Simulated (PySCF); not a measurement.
# C3H10Si3: electronic excitations

Wanted: the electronic excitations of C3H10Si3 (`[SiH3]C1([SiH3])C=C[SiH2]1`), by calculation.

Computed with PySCF 2.14.0, with density-fitted response routines of our own, on a single molecule in the gas phase. Atoms are numbered from 0 throughout.

## Step 1: The starting structure

16 atoms, charge 0, multiplicity 1; geometry from: GFN2-xTB.

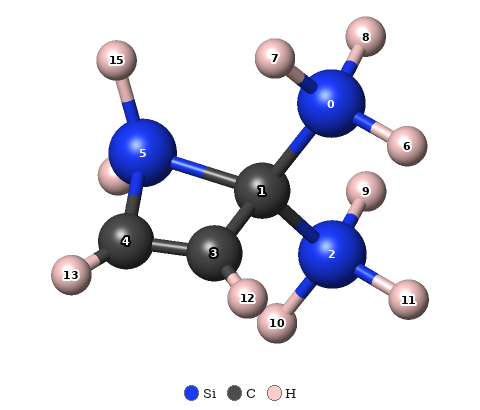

As it starts; silicon blue, carbon dark grey, hydrogen pink, atoms numbered.

## Step 2: TDDFT and polarisability: B3LYP/def2-SVPD

What the job is given:

```
{"job": {"kind": "uv", "xc": "B3LYP", "basis": "def2-SVPD", "nstates": 8, "ntriplets": 3}, "charge": 0, "multiplicity": 1}
Si     1.796267     0.651775    -0.488685
C      0.034335     0.118504    -0.021362
Si    -1.076502     1.606524     0.378762
C     -0.576802    -0.764315    -1.069990
C     -0.802982    -1.948859    -0.490858
Si    -0.118187    -1.417017     1.176105
H      1.776488     1.547040    -1.650721
H      2.597607    -0.527760    -0.833405
H      2.412468     1.342460     0.646036
H     -0.538071     2.314696     1.542174
H     -2.437282     1.146449     0.677716
H     -1.146096     2.526590    -0.761499
H     -0.777479    -0.459128    -2.088105
H     -1.236237    -2.826915    -0.942330
H     -1.052777    -1.280652     2.292965
H      1.137653    -2.020448     1.621786
```

Method: TDDFT B3LYP/def2-SVPD, vertical, gas phase, core orbitals frozen in the response.

Started as:

```bash
$ OMP_NUM_THREADS=1 python probes_run.py task.json out
```

One launch serves the whole session: the jobs run in the order shown.

Predict these results of the whole session: lowest singlet (B3LYP/def2-SVPD); brightest single state of those computed; lowest triplet.

The runs gave:

| quantity | value |
| --- | --- |
| lowest singlet (B3LYP/def2-SVPD) | 5.60 eV (221 nm), f = 0.009 |
| brightest single state of those computed | state 2, 5.66 eV, f = 0.089 |
| lowest triplet | 3.98 eV |

**Reading.** The lowest singlet, at 5.60 eV, is HOMO→LUMO+1 0.97 and is weak; of the 8 states computed, the strongest absorption comes from state 2 at 5.66 eV (the last state computed is bright too, and its partners may lie past the list). The lowest triplet lies 1.61 eV below the lowest singlet (triplets in Tamm-Dancoff, singlets in full TDDFT).
